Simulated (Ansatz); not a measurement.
Geometry relaxation, with input and output: C$_{2}$H$_{8}$OSi (part 1 of 2)

The run: geometry relaxation of C$_{2}$H$_{8}$OSi. Method and program: RKS B3LYP-D4/def2-SVP (Ansatz 0.2.0).

It belongs to a series of runs on one base structure; here: start relaxed. Figures and captions count atoms from 1; the log counts them from 0 in places.

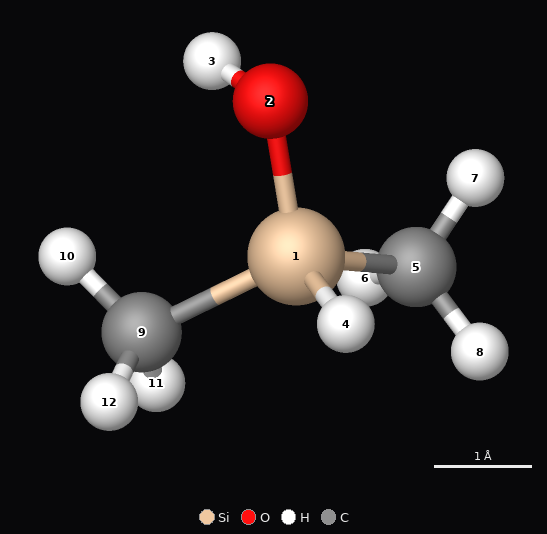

The structure as given in the input (ball-and-stick view, seen at a tilt; atoms are numbered from 1 in the order of the input).

Results in brief:

| quantity | value |
| --- | --- |
| outcome | converged |
| total energy | −12126.2114 eV |
| mean-field energy | −12125.8749 eV |
| largest force (length of the vector) at the end | 0.001 eV/Å |
| hardware | 2 threads of Arm Neoverse V2, 24 GiB of memory available, shared host |
| wall time | 27 s (CPU time 51 s) |
| peak memory | 0.2 GiB |

Input file:
```yaml
crystal:
  periodic: [false, false, false]
  atoms:
    - { symbol: Si, position_ang: [0.0, 0.0, 0.0] }
    - { symbol: O, position_ang: [0.0, 0.0, 1.68] }
    - { symbol: H, position_ang: [-0.9095, -0.2814, 2.0171] }
    - { symbol: H, position_ang: [1.3768, 0.0, -0.4862] }
    - { symbol: C, position_ang: [-0.8808, 1.5259, -0.6227] }
    - { symbol: H, position_ang: [-1.9334, 1.2723, -0.8671] }
    - { symbol: H, position_ang: [-0.8624, 2.3106, 0.1622] }
    - { symbol: H, position_ang: [-0.3704, 1.9025, -1.5336] }
    - { symbol: C, position_ang: [-0.8808, -1.5259, -0.6227] }
    - { symbol: H, position_ang: [-1.3804, -2.0377, 0.2261] }
    - { symbol: H, position_ang: [-1.6409, -1.2332, -1.3768] }
    - { symbol: H, position_ang: [-0.1449, -2.2146, -1.0879] }
basis:
  gaussian: { orbitals: def2-SVP }
hamiltonian:
  xc: b3lyp
  dispersion: d4
relax:
  f_tol: 0.02
  max_steps: 40
```

Launch command:
```bash
ansatz run input.yaml --threads 2 --pin off --max-ram 3072MiB --backend cpu --events-out ev --progress --plain --runs-dir out
```

Log:
```
The last accepted step is kept in [file] (removed where the run ends without a failure and the disk answers)
Engine: ansatz 0.2.0, aarch64-unknown-linux-gnu
Functional definition: B3LYP
  parameter a0 = 0.2
  parameter ax = 0.72
  parameter ac = 0.81
  exchange = (1 - a0 - ax)*slater_x + ax*b88_x + a0*exact_x
  correlation = (1 - ac)*vwn_rpa_c + ac*lyp_c
1072 factors; integrals over basis functions are off by at most 5.3e-4 eV
mean field evaluation 1: about -12113.8156 eV, gradient 7.4e1 eV
mean field evaluation 2: about -12105.5155 eV, gradient 9.5e1 eV
mean field evaluation 4: about -12125.5851 eV, gradient 3.7e0 eV
mean field evaluation 8: about -12125.6200 eV, gradient 7.2e-2 eV
mean field evaluation 16: about -12125.6200 eV, gradient 3.3e-5 eV
mean field -12125.61999425 eV, -445.6083157482 hartree, gradient 3.3e-5 eV, S^2 0.000000; 0 other end points of the search recorded, 0 dependent functions left out
the calculation of the forces begins
reference -12125.62023536 eV, -445.6083246087 hartree; 21, 21 occupied and 79, 79 virtual orbitals, 1072 factors
relax step   1: F+E_penalty+E_count = -12125.96097602 eV  Δ(F+E_penalty+E_count) = +0.000e0 eV  max|allowed force component| = 1.834e0 eV/Å  Δτ_max = 0.0000 Å  (24 SCF iters, accepted)
these checks for a lower state are left out or cut short: starts, cluster_reference, orbital_swaps, neighbouring_geometries, increment
1072 factors; integrals over basis functions are off by at most 6.1e-4 eV
mean field -12125.75648825 eV, -445.6133318104 hartree, gradient 5.1e-5 eV, S^2 0.000000; 0 other end points of the search recorded, 0 dependent functions left out
[... from here on the field's lines of each further geometry are left out, up to the last ...]
relax step   2: F+E_penalty+E_count = -12126.09215974 eV  Δ(F+E_penalty+E_count) = -1.312e-1 eV  max|allowed force component| = 7.311e-1 eV/Å  Δτ_max = 0.1375 Å  (23 SCF iters, accepted)
relax step   3: F+E_penalty+E_count = -12126.12247222 eV  Δ(F+E_penalty+E_count) = -3.031e-2 eV  max|allowed force component| = 3.025e-1 eV/Å  Δτ_max = 0.1196 Å  (23 SCF iters, accepted)
relax step   4: F+E_penalty+E_count = -12126.14418971 eV  Δ(F+E_penalty+E_count) = -2.172e-2 eV  max|allowed force component| = 5.025e-1 eV/Å  Δτ_max = 0.2000 Å  (26 SCF iters, accepted)
relax step   5: F+E_penalty+E_count = -12126.18455128 eV  Δ(F+E_penalty+E_count) = -4.036e-2 eV  max|allowed force component| = 9.322e-2 eV/Å  Δτ_max = 0.1999 Å  (25 SCF iters, accepted)
relax step   6: F+E_penalty+E_count = -12126.17535521 eV  Δ(F+E_penalty+E_count) = +9.196e-3 eV  max|allowed force component| = 6.823e-1 eV/Å  Δτ_max = 0.1972 Å  (25 SCF iters, rejected (line search))
relax step   7: F+E_penalty+E_count = -12126.19510016 eV  Δ(F+E_penalty+E_count) = -1.055e-2 eV  max|allowed force component| = 4.632e-2 eV/Å  Δτ_max = 0.0986 Å  (22 SCF iters, accepted)
relax step   8: F+E_penalty+E_count = -12126.20160309 eV  Δ(F+E_penalty+E_count) = -6.503e-3 eV  max|allowed force component| = 1.591e-1 eV/Å  Δτ_max = 0.0974 Å  (22 SCF iters, accepted)
relax step   9: F+E_penalty+E_count = -12126.20665085 eV  Δ(F+E_penalty+E_count) = -5.048e-3 eV  max|allowed force component| = 2.051e-1 eV/Å  Δτ_max = 0.1500 Å  (22 SCF iters, accepted)
relax step  10: F+E_penalty+E_count = -12126.10982014 eV  Δ(F+E_penalty+E_count) = +9.683e-2 eV  max|allowed force component| = 7.708e-1 eV/Å  Δτ_max = 0.1056 Å  (25 SCF iters, rejected (line search))
relax step  11: F+E_penalty+E_count = -12126.21086318 eV  Δ(F+E_penalty+E_count) = -4.212e-3 eV  max|allowed force component| = 6.199e-3 eV/Å  Δτ_max = 0.0397 Å  (24 SCF iters, accepted)
relax step  12: F+E_penalty+E_count = -12126.21106321 eV  Δ(F+E_penalty+E_count) = -2.000e-4 eV  max|allowed force component| = 4.531e-2 eV/Å  Δτ_max = 0.0374 Å  (23 SCF iters, accepted)
relax step  13: F+E_penalty+E_count = -12126.20910811 eV  Δ(F+E_penalty+E_count) = +1.955e-3 eV  max|allowed force component| = 1.393e-1 eV/Å  Δτ_max = 0.0222 Å  (24 SCF iters, rejected (line search))
the calculation of the forces begins
reference -12125.87491149 eV, -445.6176837840 hartree; 21, 21 occupied and 79, 79 virtual orbitals, 1072 factors
relax step  14: F+E_penalty+E_count = -12126.21118756 eV  Δ(F+E_penalty+E_count) = -1.243e-4 eV  max|allowed force component| = 9.392e-4 eV/Å  Δτ_max = 0.0085 Å  (22 SCF iters, accepted)
1072 factors; integrals over basis functions are off by at most 6.1e-4 eV
mean field evaluation 96: about -12125.8683 eV, gradient 4.4e-1 eV
```

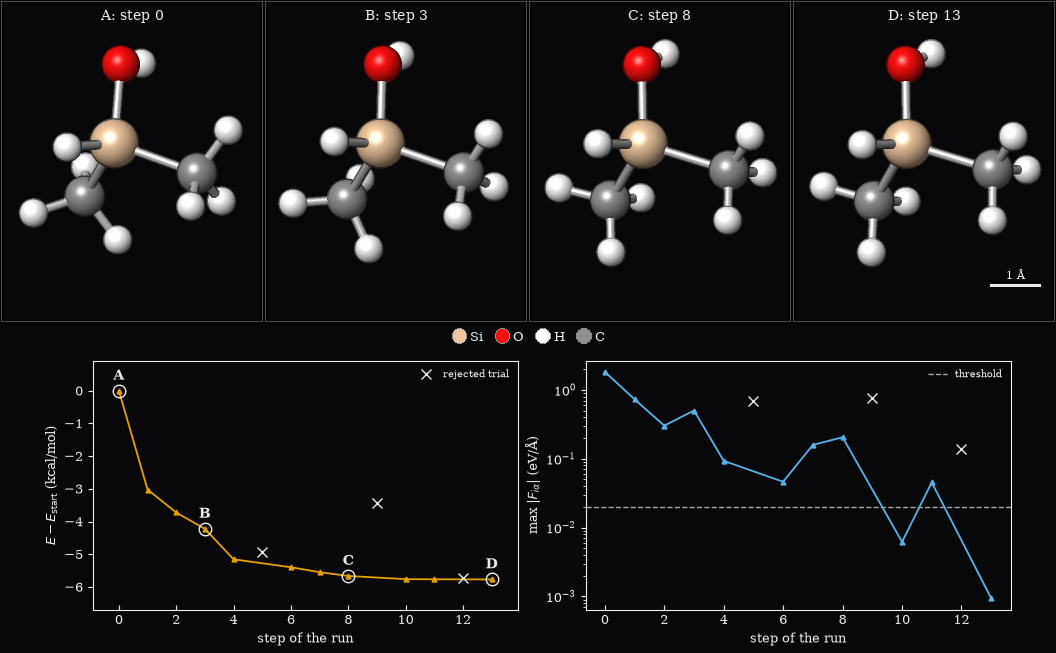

Frames of the relaxation (ball-and-stick view, seen at a tilt) above the curves, on which the letters mark them (the first geometry is step 0 here and step 1 in the log).

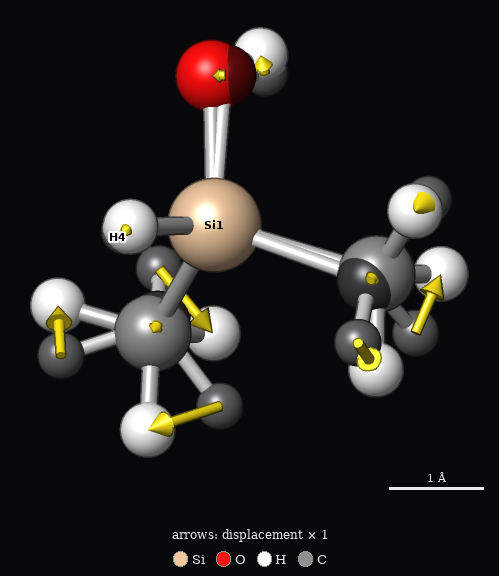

Start (faint) and end (solid) with the displacements as yellow arrows, at true length (ball-and-stick view, seen at a tilt). The two geometries are laid on each other by the best rigid fit. The largest move after the best rigid fit is that of H11, 0.98 Å. By element the largest moves are H 0.98 Å, O 0.15 Å, C 0.14 Å, Si 0.03 Å. Distances before and after: O2–H3 1.010 → 0.964 Å, Si1–H4 1.460 → 1.489 Å, Si1–C5 1.869 → 1.882 Å, C5–H6 1.110 → 1.103 Å. Among the angles that change: Si1–O2–H3 109.5° → 117.3°, O2–Si1–H4 109.5° → 104.2°, Si1–C5–H6 109.5° → 111.5°. After 13 geometry steps the energy has fallen by 5.77 kcal/mol. The largest force component goes from 1.8 to 0.00094 eV/Å. The line search rejected the trial steps at points 5, 9, 12 (counted from 0) and went back. (Atoms are counted from 1 in the order of the input.)

```
mean field -12125.87467056 eV, -445.6176749301 hartree, gradient 1.7e-5 eV, S^2 0.000000; 1 other end points of the search recorded, 0 dependent functions left out
the calculation of the forces begins
reference -12125.87491149 eV, -445.6176837840 hartree; 21, 21 occupied and 79, 79 virtual orbitals, 1072 factors
Total energy: -12126.21142848 eV, -445.6300505555 hartree
Atom 0 at    -0.023709    -0.006444    -0.006744 Å, force     0.000715    -0.000398     0.000001 eV/Å
Atom 1 at     0.093493    -0.122875     1.663422 Å, force    -0.000884    -0.000448    -0.000177 eV/Å
Atom 2 at    -0.728530    -0.210996     2.159016 Å, force     0.000290     0.000939    -0.000578 eV/Å
Atom 3 at     1.389216     0.098742    -0.465500 Å, force    -0.000576    -0.000275     0.000320 eV/Å
Atom 4 at    -0.982243     1.529978    -0.519794 Å, force    -0.000128    -0.000575    -0.000154 eV/Å
Atom 5 at    -2.034919     1.478520    -0.193050 Å, force     0.000206     0.000040     0.000545 eV/Å
Atom 6 at    -0.536383     2.438952    -0.084714 Å, force     0.000376     0.000008    -0.000054 eV/Å
Atom 7 at    -0.981346     1.643681    -1.617104 Å, force    -0.000545    -0.000121     0.000267 eV/Å
Atom 8 at    -0.828148    -1.540728    -0.742810 Å, force    -0.000198     0.000814    -0.000119 eV/Å
Atom 9 at    -1.876589    -1.644491    -0.414749 Å, force     0.000210    -0.000043    -0.000112 eV/Å
Atom 10 at    -0.829645    -1.492127    -1.844893 Å, force     0.000050     0.000141    -0.000181 eV/Å
Atom 11 at    -0.287896    -2.453713    -0.444679 Å, force     0.000485    -0.000082     0.000242 eV/Å
Dipole moment:    -0.395748    -0.019162    -0.057910 e Å
```

Trajectory as extended XYZ (Å, eV, eV/Å), 14 frames, from step=1 to step=14:
```
12
Properties=species:S:1:pos:R:3:forces:R:3 step=1 energy=-12125.96098
Si    0.0000    0.0000    0.0000   -0.4094   0.1521   0.1497
O     0.0000    0.0000    1.6800   -1.6601  -0.6493   0.7014
H    -0.9095   -0.2814    2.0171    1.8340   0.5765  -0.4471
H     1.3768    0.0000   -0.4862    0.6335   0.0391   0.0793
C    -0.8808    1.5259   -0.6227   -0.0837   0.2343  -0.1020
H    -1.9334    1.2723   -0.8671    0.2107   0.2690   0.0255
H    -0.8624    2.3106    0.1622   -0.0303  -0.0900  -0.3177
H    -0.3704    1.9025   -1.5336   -0.2811   0.0447   0.1775
C    -0.8808   -1.5259   -0.6227   -0.0627  -0.2594  -0.2278
H    -1.3804   -2.0377    0.2261    0.0609  -0.0327  -0.3255
H    -1.6409   -1.2332   -1.3768    0.1548  -0.2895   0.1583
H    -0.1449   -2.2146   -1.0879   -0.3666   0.0051   0.1283
12
Properties=species:S:1:pos:R:3:forces:R:3 step=2 energy=-12126.09216
Si   -0.0370    0.0017    0.0063    0.1718   0.0788   0.0219
O     0.0097   -0.0156    1.6900   -0.7311  -0.2724   0.0888
H    -0.8570   -0.2760    2.0618    0.6232   0.2028  -0.0231
H     1.3837    0.0190   -0.4189    0.1424   0.0384   0.0181
C    -0.8895    1.5604   -0.6202   -0.2206   0.0955  -0.0460
H    -1.9699    1.3872   -0.8009    0.1731   0.0893   0.0449
H    -0.7932    2.3793    0.1192    0.0211  -0.1276  -0.1370
H    -0.4397    1.9068   -1.5703   -0.0805  -0.0613   0.0993
C    -0.8747   -1.5603   -0.6438   -0.1425  -0.0905  -0.1612
H    -1.4242   -2.0790    0.1636    0.0188   0.0385  -0.0774
H    -1.5984   -1.3294   -1.4488    0.0949  -0.0603   0.0964
H    -0.1366   -2.2757   -1.0495   -0.0706   0.0687   0.0753
```
